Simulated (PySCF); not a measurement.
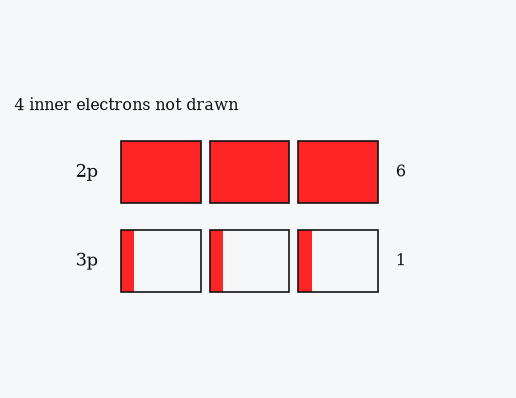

Fig. 1: The outer shells of the nominal configuration: a box for each of the 2l + 1 orbitals, shaded by the share of the shell that is filled, with the electron count at the right.

## Atomic calculation, with input and output: Mg⁺

Mg⁺, configuration 1s2 2s2 2p6 3p1, multiplicity 2. Computed at this level: unrestricted PW91, dyall-acv3z, non-relativistic, point nucleus (PySCF).

## The input
```python
from pyscf import gto, scf, dft, mp, cc
import basis_set_exchange as bse
mol = gto.M(atom="Mg 0 0 0", charge=1, spin=1, symmetry="D2h",
            basis=gto.basis.parse(bse.get_basis("dyall-acv3z", elements=["Mg"], fmt="nwchem")))
mf = dft.UKS(mol, xc="PW91,PW91")
mf.irrep_nelec = {'Ag': (2, 2), 'B1u': (1, 1), 'B2u': (2, 1), 'B3u': (1, 1)}
mf.kernel()
```

The script is an equivalent of what the driver set up; the driver started from orbitals of its own, so the log can be shorter than this script's would be, and it computed the properties (radii, ⟨L²⟩, response) afterwards. It held the occupations shell by shell, which the script's counts by irreducible representation don't always enforce.

## Log (extracts)
```
damping factor = 0
level_shift factor = 0
DIIS = <class 'pyscf.scf.diis.CDIIS'>
diis_start_cycle = 1
diis_space = 10
diis_damp = 0
SCF conv_tol = 1e-09
SCF conv_tol_grad = None
number electrons alpha = 6  beta = 5
XC functionals = PW91,PW91
    J. P. Perdew. In P. Ziesche and H. Eschrig, editors, Proceedings of the 75. WE-Heraeus-Seminar and 21st Annual International Symposium on Electronic Structure of Solids, 11. Berlin, 1991. Akademie Verlag.
    J. P. Perdew, J. A. Chevary, S. H. Vosko, K. A. Jackson, M. R. Pederson, D. J. Singh, and C. Fiolhais.,  Phys. Rev. B 46, 6671 (1992)
    J. P. Perdew, J. A. Chevary, S. H. Vosko, K. A. Jackson, M. R. Pederson, D. J. Singh, and C. Fiolhais.,  Phys. Rev. B 48, 4978 (1993)
    J. P. Perdew. In P. Ziesche and H. Eschrig, editors, Proceedings of the 75. WE-Heraeus-Seminar and 21st Annual International Symposium on Electronic Structure of Solids, 11. Berlin, 1991. Akademie Verlag.
    J. P. Perdew, J. A. Chevary, S. H. Vosko, K. A. Jackson, M. R. Pederson, D. J. Singh, and C. Fiolhais.,  Phys. Rev. B 46, 6671 (1992)
    J. P. Perdew, J. A. Chevary, S. H. Vosko, K. A. Jackson, M. R. Pederson, D. J. Singh, and C. Fiolhais.,  Phys. Rev. B 48, 4978 (1993)
cycle= 1 E= -199.629368108847  delta_E= -0.00963  |g|= 0.0168  |ddm|= 0.17
cycle= 2 E= -199.62940723595  delta_E= -3.91e-05  |g|= 0.012  |ddm|= 0.0148
cycle= 3 E= -199.629425940154  delta_E= -1.87e-05  |g|= 0.00121  |ddm|= 0.00242
cycle= 4 E= -199.629426099847  delta_E= -1.6e-07  |g|= 6.07e-05  |ddm|= 0.00096
cycle= 5 E= -199.629426102127  delta_E= -2.28e-09  |g|= 4.26e-06  |ddm|= 0.000208
cycle= 6 E= -199.62942610214  delta_E= -1.32e-11  |g|= 1.04e-07  |ddm|= 2.2e-05
converged SCF energy = -199.62942610214  <S^2> = 0.7500061  2S+1 = 2.0000061
```

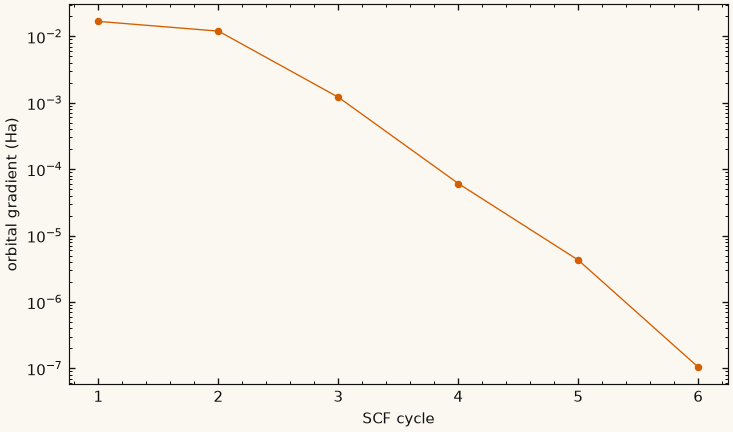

Fig. 2: Convergence: orbital gradient against the SCF cycle. The residual falls at every step. It goes from 0.017 to 1.0×10⁻⁷ in 6 steps.

## Summary

| quantity | value |
| --- | --- |
| outcome | converged |
| total energy | −199.629426 hartree |
| kinetic energy | 199.278504 hartree |
| ⟨S²⟩ | 0.750 |
| ⟨L²⟩ | 2.01 |
| SCF iterations | 6 |
| hardware | 1 CPU thread, shared host |
| CPU time | 2.4 s (integrals apart) |

## Remarks

The driver held the occupations shell by shell, and empty s levels lie below the filled 3p. This is not the ground configuration of the species.
